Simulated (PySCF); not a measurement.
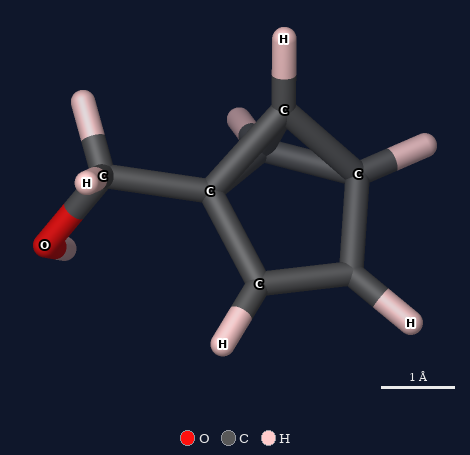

Fig. 1: The structure (stick view, seen at a tilt). Bond lengths as drawn: C–C 1.33 to 1.52 Å, C–H 1.07 to 1.10 Å, C–O 1.41 Å and H–O 0.96 Å.

**Run report: C7H8O, NMR shielding calculation**

The run: NMR shielding calculation of C7H8O. Method and program: GIAO PBE0/pcSseg-1 NMR shielding, non-relativistic, gas phase (PySCF 2.14.0).

The geometry comes from this level: GFN2-xTB. Figures and captions count atoms from 1; the log counts them from 0 in places.

Output
```
coarse grid: 13648 points
cycle   1  E = -346.0698896545  dE =  1.682e+00  |g| = 6.529e-01  |ddm| = 3.888e+00
cycle   2  E = -346.0130743397  dE =  5.682e-02  |g| = 8.778e-01  |ddm| = 1.503e+00
cycle   3  E = -346.1560537030  dE = -1.430e-01  |g| = 7.333e-02  |ddm| = 9.189e-01
cycle   4  E = -346.1569272584  dE = -8.736e-04  |g| = 3.460e-02  |ddm| = 1.067e-01
cycle   5  E = -346.1571947660  dE = -2.675e-04  |g| = 7.307e-03  |ddm| = 5.054e-02
cycle   6  E = -346.1572036370  dE = -8.871e-06  |g| = 3.577e-03  |ddm| = 1.096e-02
cycle   7  E = -346.1572065749  dE = -2.938e-06  |g| = 8.218e-04  |ddm| = 3.757e-03
final grid: 132640 points
cycle   8  E = -346.2159109341  dE = -4.219e-05  |g| = 9.950e-03  |ddm| = 4.991e-02
cycle   9  E = -346.2158939023  dE =  1.703e-05  |g| = 1.368e-02  |ddm| = 2.664e-02
cycle  10  E = -346.2159330950  dE = -3.919e-05  |g| = 1.134e-03  |ddm| = 1.492e-02
cycle  11  E = -346.2159333650  dE = -2.700e-07  |g| = 2.422e-04  |ddm| = 1.240e-03
cycle  12  E = -346.2159333732  dE = -8.200e-09  |g| = 1.424e-04  |ddm| = 4.280e-04
cycle  13  E = -346.2159333780  dE = -4.765e-09  |g| = 3.388e-05  |ddm| = 1.603e-04
cycle  14  E = -346.2159333782  dE = -2.466e-10  |g| = 1.052e-05  |ddm| = 4.287e-05
```

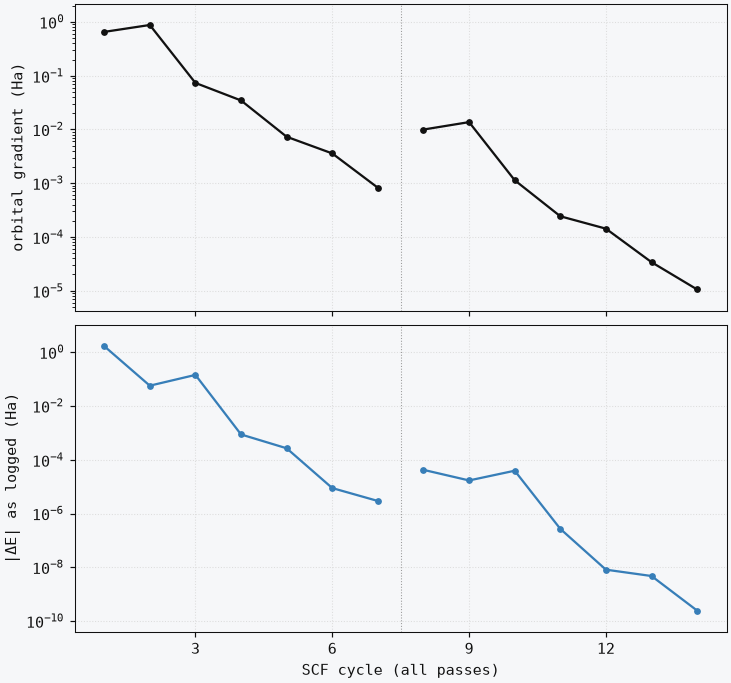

Fig. 2: Convergence of the self-consistent field: orbital gradient and size of the energy change against the SCF cycle. The dotted line marks the change from a coarse to the final integration grid. The first 7 cycles use a coarse grid, the final grid takes over at cycle 8, and the field converges after 14 cycles in all.

```
converged SCF energy = -346.2159333782

GIAO shielding tensors (ppm)
atom      isotropic    diamagn.    paramagn.     s11        s22        s33       span
  0 O      288.829     387.759     -98.931    239.469    287.429    339.587    100.118
  1 C      121.670     235.986    -114.316     95.180    113.947    155.881     60.701
  2 C      131.747     250.826    -119.079     97.437    105.987    191.818     94.380
  3 C       44.813     245.675    -200.862    -70.266     58.345    146.360    216.626
  4 C       43.455     251.455    -208.000    -71.671     56.753    145.283    216.953
  5 C      149.283     255.238    -105.956    122.963    124.119    200.766     77.803
  6 C      130.792     247.323    -116.531     14.036    179.810    198.530    184.495
  7 C      132.707     249.076    -116.369     22.625    178.326    197.171    174.546
  8 H       31.643      32.017      -0.374     22.639     30.875     41.416     18.777
  9 H       28.153      28.318      -0.165     22.598     29.787     32.072      9.474
 10 H       27.537      27.023       0.514     22.560     28.069     31.982      9.422
 11 H       25.323      30.670      -5.347     24.451     24.930     26.587      2.136
 12 H       25.427      31.020      -5.593     24.495     25.209     26.578      2.083
 13 H       30.041      32.586      -2.546     24.387     26.620     39.115     14.728
 14 H       27.781      32.591      -4.811     21.085     27.034     35.223     14.138
 15 H       27.861      32.950      -5.089     21.195     26.916     35.474     14.279
```

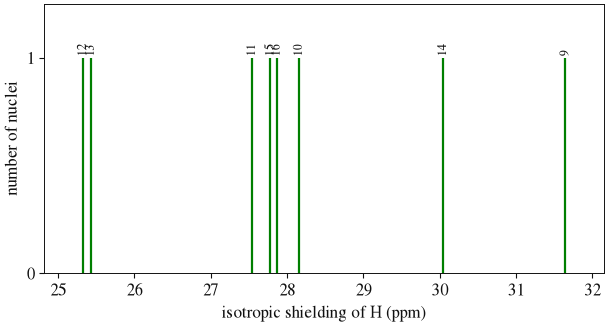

Fig. 3: Isotropic shieldings of the hydrogen nuclei in this fixed geometry, labelled by atom number; shielding grows to the right, so chemical shift grows to the left. The least shielded is H12 (25.3 ppm), the most shielded H9 (31.6 ppm).

The run was set up as follows.

The input
```
{"job": {"kind": "nmr", "xc": "PBE0", "basis": "pcSseg-1", "pop": false}, "charge": 0, "multiplicity": 1}
O      2.416131     0.899902    -0.655267
C      1.673552     0.546975     0.490106
C      0.247243     0.183665     0.167085
C     -0.670729     1.141485    -0.522756
C     -1.824785     0.496690    -0.660760
C     -1.607739    -0.846384    -0.054351
C     -0.152626    -1.231354    -0.233804
C     -0.586488    -0.720687     1.058748
H      2.307768     0.207838    -1.317316
H      2.155654    -0.290884     1.018347
H      1.703414     1.427248     1.138744
H     -0.384891     2.129563    -0.822536
H     -2.745223     0.821379    -1.103428
H     -2.384657    -1.594562    -0.018529
H      0.365765    -2.106462    -0.567959
H     -0.519987    -1.055466     2.072267
```

The first line tells a small driver script what to run in PySCF; the rest is the geometry in Å.

Launched with:
```bash
OMP_NUM_THREADS=1 python <driver script> task.json out
```

Results in brief

- outcome: converged
- total energy: −346.215933 hartree
- HOMO: −6.40 eV
- LUMO: 0.18 eV
- dipole moment: 2.20 D
- isotropic shielding, O: 288.8 ppm
- isotropic shielding, C: 43.5 to 149.3 ppm
- isotropic shielding, H: 25.3 to 31.6 ppm
- hardware: 1 CPU thread, shared host
- wall time: 24 s
- peak memory: 0.86 GiB

Remarks

Settings chosen away from the usual ones: PBE0/pcSseg-1.
